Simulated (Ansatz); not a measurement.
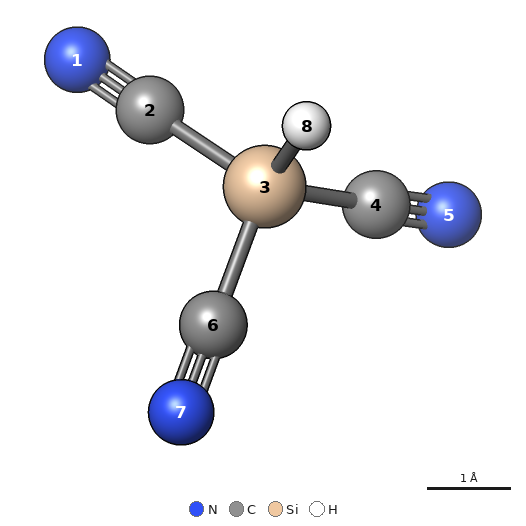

Numbered structure. The geometry was computed by an optimisation with PBE-D4/def2-SVP. No frequency run is at hand to confirm it as a minimum.

Which atoms are bonded, and how long are the bonds?

| bond | length (Å) | order |
| --- | --- | --- |
| N1–C2 | 1.173 | triple |
| C2–Si3 | 1.849 | single |
| Si3–C4 | 1.849 | single |
| Si3–C6 | 1.849 | single |
| Si3–H8 | 1.491 | single |
| C4–N5 | 1.173 | triple |
| C6–N7 | 1.173 | triple |
